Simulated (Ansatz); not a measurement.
## Electronic structure of ClGaH5N in real space

Input

```
crystal:
  periodic: [false, false, false]
  atoms:
    - { symbol: Ga, position_ang: [0.031548, 0.415371, -0.075158] }
    - { symbol: Cl, position_ang: [-0.14952, 0.558744, 2.140124] }
    - { symbol: H, position_ang: [1.481933, 0.567993, -0.599804] }
    - { symbol: H, position_ang: [-1.335637, 0.377903, -0.801649] }
    - { symbol: "N", position_ang: [0.103647, -2.519618, 0.946268] }
    - { symbol: H, position_ang: [-0.571566, -3.269206, 0.79148] }
    - { symbol: H, position_ang: [1.005299, -2.953256, 1.146842] }
    - { symbol: H, position_ang: [-0.176904, -1.994232, 1.796496] }
basis:
  gaussian: { orbitals: def2-SVP }
hamiltonian:
  xc: r2scan
relax:
  f_tol: 0.03
  max_steps: 50
output:
  orbitals: {}
```

Launched as:

```sh
ansatz run input.yaml --threads 2 --pin off --max-ram 3072MiB --backend cpu --events-out ev --progress --plain --runs-dir out
```

The fields are those of the run's last geometry, not of the input's.

Method: Ansatz 0.2.0, RKS r2SCAN/def2-SVP.

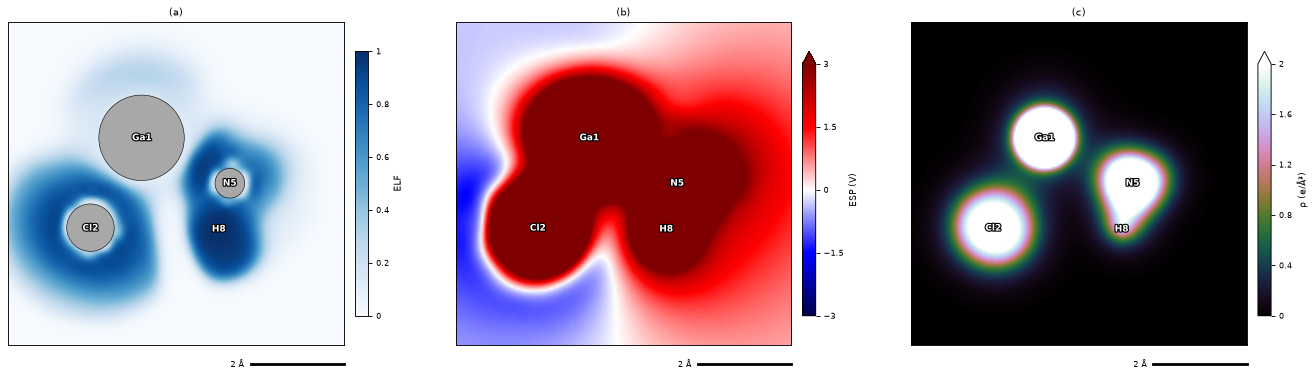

Figure 1. (a) electron localisation function; (b) electrostatic potential; (c) electron density on the plane of atoms Cl2, Ga1 and N5. Grey discs cover the atomic cores in the ELF map.

**What does the map show?**

- The section cuts through Ga, Cl, N and H sites.
- Ga–N (2.13 Å): ρ is about 0.47 e/Å³ halfway; the ELF peaks at about 0.95 in the valence shell of N, 0.7 Å from its nucleus, and is about 0.30 at the midpoint.
- Ga–Cl (2.22 Å): the density is about 0.59 e/Å³ at the midpoint; the ELF peaks at about 0.85 in the valence shell of Cl, 0.8 Å from its nucleus, and is about 0.55 at the midpoint.
- N–H (1.02 Å): ρ at the midpoint is about 2.8 e/Å³; the ELF climbs to about 1 towards the hydrogen, as it does in any bond to H; an ordinary covalent bond to hydrogen.
- The ELF also peaks beside Cl2, away from the bonds: lone-pair regions.
- Outside the dense part of the molecule the potential is most negative (−1.5 V) near Cl2.

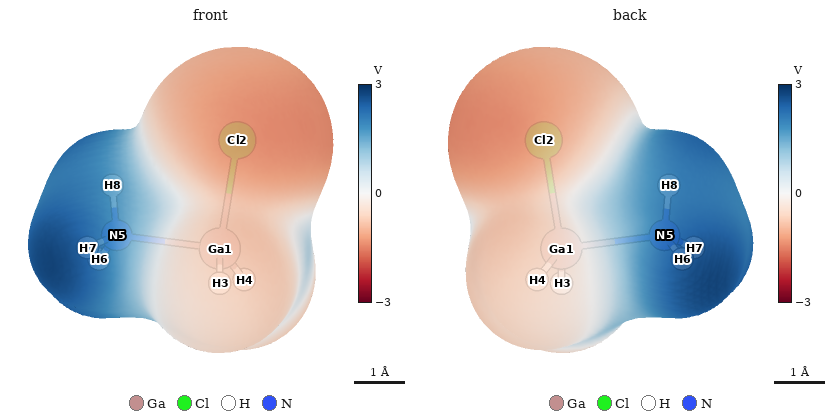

Figure 2. The electrostatic potential painted on the density surface at 0.002 e/bohr³, seen from the front and from behind; the colour scale runs from red (negative) to blue (positive).

**Describe the electrostatic potential map.**

The most negative region (about −1.4 V, or −32 kcal/mol for a unit charge) lies over Cl2, the most positive (about +2.8 V, or +65 kcal/mol for a unit charge) over H6 and H7.

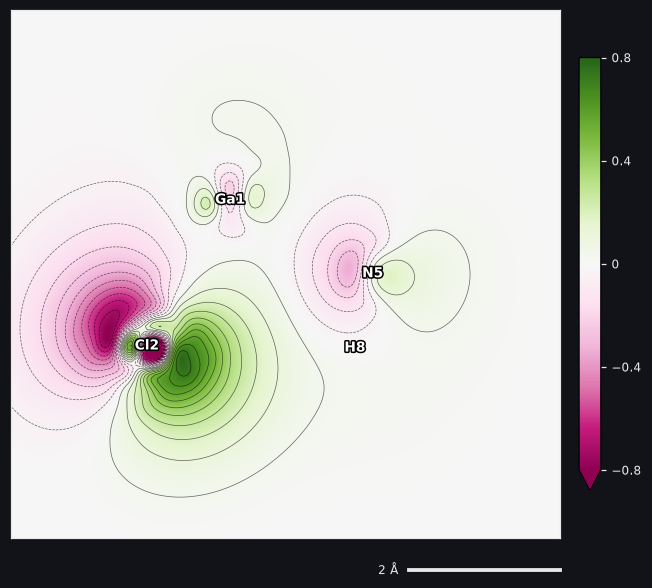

Figure 3. The HOMO−1 on the plane of atoms Cl2, Ga1 and N5 (values in Å⁻³ᐟ²; the overall sign is arbitrary).

**What is the character of this orbital?**

By Hirshfeld shares it lies mainly on Cl2 (about 90 %); largely a lone pair of Cl2. Its energy is −6.84 eV.
